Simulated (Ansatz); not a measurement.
Cd: space group P6_3/mmc (No. 194), a = 2.951 Å, b = 2.951 Å, c = 5.884 Å, α = 90.00°, β = 90.00°, γ = 120.00°. The structure is the input geometry of an electronic-structure calculation and need not be at equilibrium. Forms under 0.4 % of the area are left out.

### What shape follows from the Bravais–Friedel–Donnay–Harker rule?

The forms computed, by share of the surface:

```
 form  faces  d (Å)  share of area (%)
{100}      6  2.556               36.4
{101}     12  2.344               36.0
{002}      2  2.942               27.6
```

The crystal is roughly equant (blocky). Widths along a, b and c stand as 1.00 : 1.00 : 0.75.

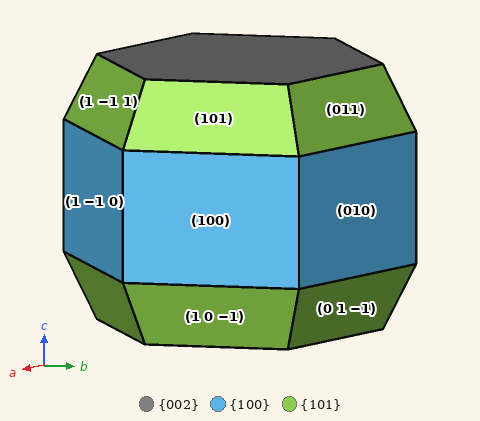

The computed shape, faces indexed. The rule is geometric and ignores bonding and growth conditions.
